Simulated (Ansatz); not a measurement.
# C2H4Si (ethynylsilane) at HF/STO-3G

Aim: the electronic atomisation energy of C2H4Si (ethynylsilane) at HF/STO-3G, from 4 runs. 

Program for the calculation: Ansatz 0.2.0.

49 further runs of the same task are left out: 7 that didn't finish, 42 set aside as unsound or not needed.

### 1 The molecule

C2H4Si has 7 atoms, charge 0, and is taken as a singlet. SMILES: `C#C[SiH3]`. The shape is that of a PBE0-D4/def2-TZVP optimisation.

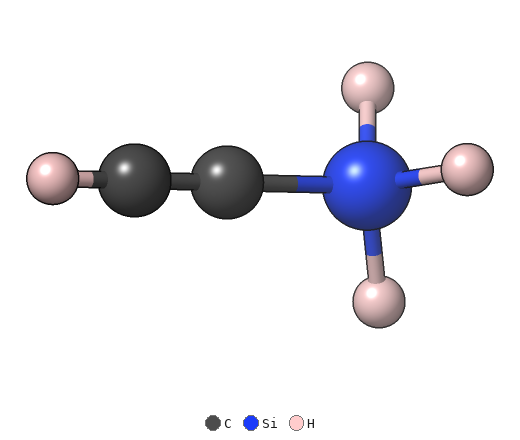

Viewed from a chosen angle; carbon dark grey, silicon blue, hydrogen pink.

### 2 A single-point energy at HF/STO-3G

File molecule.yaml:

```yaml
crystal:
  periodic: [false, false, false]
  atoms:
    - {symbol: C, position_ang: [-0.580700, -1.871400, 0.172200]}
    - {symbol: C, position_ang: [-0.218500, -0.726500, 0.062400]}
    - {symbol: Si, position_ang: [0.329800, 1.004300, -0.103800]}
    - {symbol: H, position_ang: [-0.901000, -2.883500, 0.269300]}
    - {symbol: H, position_ang: [-0.094500, 1.528300, -1.425000]}
    - {symbol: H, position_ang: [-0.281700, 1.818100, 0.974900]}
    - {symbol: H, position_ang: [1.807900, 1.062900, 0.004400]}
basis:
  gaussian:
    orbitals: STO-3G
hamiltonian:
  xc: hf
accuracy: high
output:
  orbitals: {seedname: orbitals}
```

On the command line:

```
$ ansatz run molecule.yaml --threads 1 --pin off --max-ram 3480MiB --events-out events.jsonl --progress --plain --runs-dir runs
```

Log:

```text
Warning: RAYON_NUM_THREADS=1 ignored (pool sized by the plan → 1); use --threads N
Functional definition: HF
  name "HF"
  exchange = exact_x
  correlation = 0
418 factors; integrals over basis functions are off by at most 6.6e-9 eV
mean field evaluation 1: about -9867.6741 eV, gradient 1.3e1 eV
mean field evaluation 2: about -9867.6654 eV, gradient 1.3e1 eV
mean field evaluation 4: about -9868.3356 eV, gradient 1.2e0 eV
mean field evaluation 8: about -9868.3392 eV, gradient 3.0e-6 eV
mean field -9868.33924287 eV, -362.6547781749 hartree, gradient 3.8e-8 eV, S^2 0.000000; 0 other end points of the search recorded, 0 dependent functions left out
reference -9868.33924287 eV, -362.6547781749 hartree; 15, 15 occupied and 8, 8 virtual orbitals, 418 factors
Total energy: -9868.33924287 eV, -362.6547781749 hartree
```

It took 0.16 s on 1 thread of Arm Neoverse V1, shared host.

### 3 The C atom

File input.yaml:

```yaml
crystal:
  periodic: [false, false, false]
  atoms:
    - {symbol: C, position_ang: [0.000000, 0.000000, 0.000000]}
basis:
  gaussian:
    orbitals: STO-3G
total_charge: 0
magnetization:
  spin_polarized: true
  initial_magnetization: 2
hamiltonian:
  xc: hf
accuracy: high
```

Run the same way, it converges to -37.19839 Eh (log not shown).

### 4 The H atom

File in.yaml:

```yaml
basis:
  gaussian:
    orbitals: STO-3G
crystal:
  periodic: [false, false, false]
  atoms:
    - {symbol: H, position_ang: [0.000000, 0.000000, 0.000000]}
magnetization:
  spin_polarized: true
  initial_magnetization: 1
hamiltonian:
  xc: hf
accuracy: high
```

On the command line:

```
$ ansatz run in.yaml --threads 1 --pin off --max-ram 3480MiB --events-out events.jsonl --progress --plain --runs-dir runs
```

Log:

```text
Warning: RAYON_NUM_THREADS=1 ignored (pool sized by the plan → 1); use --threads N
[... 4 set-up lines as earlier in the session ...]
1 factors; integrals over basis functions are off by at most 4.6e-10 eV
mean field evaluation 1: about -12.6963 eV, gradient 0.0e0 eV
mean field evaluation 2: about -12.6963 eV, gradient 0.0e0 eV
mean field -12.69633895 eV, -0.4665818504 hartree, gradient 0.0e0 eV, S^2 0.750000; 0 other end points of the search recorded, 0 dependent functions left out
reference -12.69633895 eV, -0.4665818504 hartree; 1, 0 occupied and 0, 1 virtual orbitals, 1 factors
Total energy: -12.69633895 eV, -0.4665818504 hartree
```

It took 0.04 s on 1 thread of Arm Neoverse V1, shared host.

### 5 The Si atom at the same level

File run.yaml:

```yaml
crystal:
  periodic: [false, false, false]
  atoms:
    - {symbol: Si, position_ang: [0.000000, 0.000000, 0.000000]}
basis:
  gaussian:
    orbitals: STO-3G
magnetization:
  spin_polarized: true
  initial_magnetization: 2
hamiltonian:
  xc: hf
accuracy: high
```

Run the same way, it converges to -285.46622 Eh (log not shown).

### 6 Summary of results

Level: HF/STO-3G.

```
                     quantity          value
       molecule: total energy  -362.65478 Eh
        molecule: HOMO energy       -8.77 eV
        molecule: LUMO energy       10.28 eV
      molecule: HOMO–LUMO gap       19.05 eV
         C atom: total energy   -37.19839 Eh
                 C atom: ⟨S²⟩          2.000
         H atom: total energy    -0.46658 Eh
                 H atom: ⟨S²⟩          0.750
        Si atom: total energy  -285.46622 Eh
                Si atom: ⟨S²⟩          2.000
electronic atomisation energy      25.183 eV
```

What this shows: Taking the molecule apart into free atoms costs 25.18 eV (2430 kJ/mol), before zero-point energy and without spin-orbit coupling. Hartree–Fock lacks the correlation of the bonding pairs, which as a rule makes this value much too low; in minimal bases other errors can mask that. In a minimal basis such a difference can be off by several eV, whatever the method.
